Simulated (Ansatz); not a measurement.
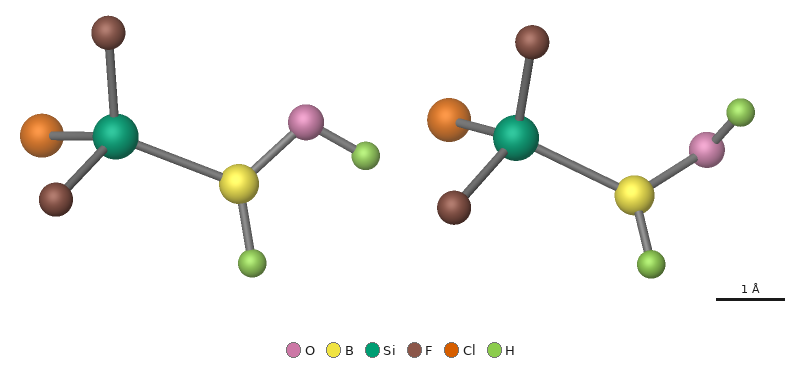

Two geometries of BSiH₂OClF₂, drawn at one scale. One is the start of a relaxation, the other its converged end. Style: ball-and-stick. Shown at a tilt.

Computed with Ansatz, RKS PBE-D4/STO-3G. Set-up: no spin polarisation; force threshold 0.015 eV/Å; at most 40 steps.

Question: Which one is relaxed?

Answer: The left one is the relaxed one. The run prepares an end point of a later path (torsion) calculation, from a guessed geometry. The largest move after the best rigid fit is that of an H atom, 0.78 Å. By element the largest moves are H 0.78 Å, O 0.76 Å, F 0.40 Å, Cl 0.26 Å, B 0.18 Å, Si 0.10 Å. Among the contacts that change: B–O 1.524 → 1.361 Å, Cl–Si 2.076 → 2.159 Å, F–Si 1.705 → 1.646 Å, B–H 1.152 → 1.184 Å. Among the angles between lasting bonds that change: B–Si–F 108.6° → 117.4°, B–O–H 102.0° → 109.6°, F–Si–Cl 113.8° → 106.3°. Groups turn about B–O by about 90°, B–Si by about 35°. Over 26 accepted moves (29 points after the start) the energy falls by 182.0 kJ/mol. Largest force component: 4.3 eV/Å at the start, 0.01 eV/Å at the end. The line search rejected the trial steps at points 14, 16, 26 of the run. The run took 29 s on 1 thread of AMD EPYC 9R45 96-Core Processor (Zen 5), on a shared host, peak memory 0.19 GiB.

Limits of the set-up: STO-3G is a minimal basis, so the numbers are rough.
